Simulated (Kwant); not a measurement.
Device: π system c1ccsc1 between two chain leads. The π system is taken as planar. Atoms are numbered from 0 in the order of the SMILES. Site energies (eV, carbon 0): [0.0, 0.0, 0.0, -2.97, 0.0]. Bonds (i, j, β in eV): (0,1,-2.7) (1,2,-2.7) (2,3,-1.89) (3,4,-1.89) (4,0,-2.7). Leads: chains of hopping −4.1 eV, joined by −1.4 eV to atoms 0 and 1.

Site energies and bond integrals are typed Hückel values.

Kwant, Hückel tight-binding model, one pz orbital an atom, one spin, coherent transport at 0 K. Conductance is in e²/h.

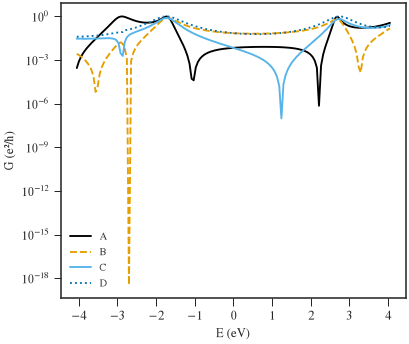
Fig. 1. G (e²/h) of 4 runs

```tsv
E (eV)	A	B	C	D
-4.050	0.00028	0.0027	0.029	0.040
-3.618	0.021	7.5e-5	0.030	0.046
-3.132	0.39	0.0047	0.030	0.067
-2.646	0.63	0.00084	0.063	0.14
-2.160	0.38	0.086	0.21	0.41
-1.674	0.86	0.77	0.75	0.98
-1.242	0.0049	0.25	0.14	0.37
-0.7560	0.0023	0.11	0.033	0.14
-0.2700	0.0058	0.079	0.012	0.084
0.2160	0.0075	0.067	0.0045	0.064
0.7020	0.0081	0.065	0.0013	0.060
1.188	0.0077	0.072	1.5e-5	0.070
1.620	0.0061	0.091	0.0015	0.10
2.106	0.00090	0.16	0.022	0.22
2.592	0.38	0.54	0.43	0.81
3.078	0.19	0.020	0.27	0.51
3.564	0.18	0.018	0.16	0.20
4.050	0.36	0.15	0.26	0.22
```

Task: Column A is the base. The others each differ by one change: contacts moved from atoms [0, 1] to [0, 2]; contacts moved from atoms [0, 1] to [0, 4]; contacts moved from atoms [0, 1] to [2, 4]. Which is which?

Result: B: contacts moved from atoms [0, 1] to [0, 4]; C: contacts moved from atoms [0, 1] to [0, 2]; D: contacts moved from atoms [0, 1] to [2, 4].
